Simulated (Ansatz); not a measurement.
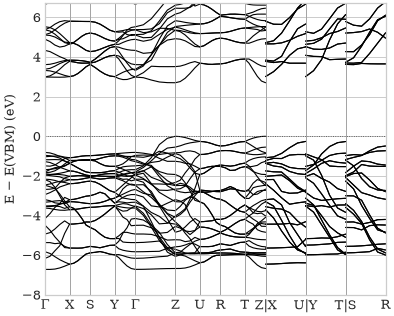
*Band structure from r²SCAN in the plane-wave PAW code Ansatz*

Question: Read off the gap and where the band edges lie.

Answer: About 2.7 eV (2.70 eV by a search for the band edges); maximum at Z, minimum at Z.

Question: Which of these materials gives this?
(A) LuAlN2, Pna2_1 (Lu on 4a, Al on 4a, N on 4a, N on 4a)
(B) Ta2O5, Pbam (Ta on 4g, O on 4h, O on 2a, O on 4g)
(C) ZnGaNO, Pna2_1 (Zn on 4a, Ga on 4a, O on 4a, N on 4a)
(D) TiO2, Pbcn (Ti on 4c, O on 8d)

Answer: B, Ta2O5, Pbam (Ta on 4g, O on 4h, O on 2a, O on 4g)

The start of the workflow was typed in or built on a structure type; the Crystallography Open Database copy checked does not list it. COD files the formula under space group No. 49, so this cell is another polymorph or a model. Whether it is the stable phase at ambient conditions was not checked. Symmetry was held in the r²SCAN relaxation; whether a distortion lowers the energy is not shown. The run is not spin-polarised. Spin–orbit coupling is left out wherever it is not named.

Potentials: the earlier of the program's two PAW sets.
